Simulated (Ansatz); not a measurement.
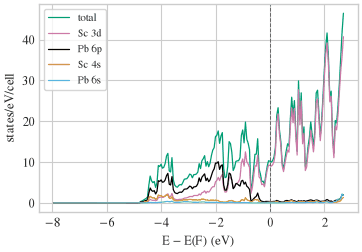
Figure: Total and projected density of states of Sc5Pb3 in space group P6_3/mcm (No. 193; Sc on 4d, Sc on 6g, Pb on 6g), DFT-r²SCAN in the program Ansatz with PAW potentials

### Question
Which orbitals carry the states next to the Fermi level?

### Answer
Within 0.5 eV of the Fermi level: Sc 3d 89 %, Pb 6p 5 %. Projections are on Löwdin-orthogonalised atomic valence shells; empty p or d shells of many metals are not among them.

### Question
Where is the tallest occupied peak in this window, and what makes it?

### Answer
Near -0.9 eV, about 20 states/eV per cell; the largest projected share is Sc 3d.

The first step of the workflow began from a Materials Project structure, measured or hypothetical; the Crystallography Open Database files this formula in space group No. 193, but the cells were not matched. Whether it is the stable phase at ambient conditions was not checked. Symmetry was held in the r²SCAN relaxation; whether a distortion lowers the energy is not shown. The run is not spin-polarised. Scalar-relativistic: spin–orbit coupling is off unless named, which matters more the heavier the elements.

Potentials: the later of the program's two PAW sets.
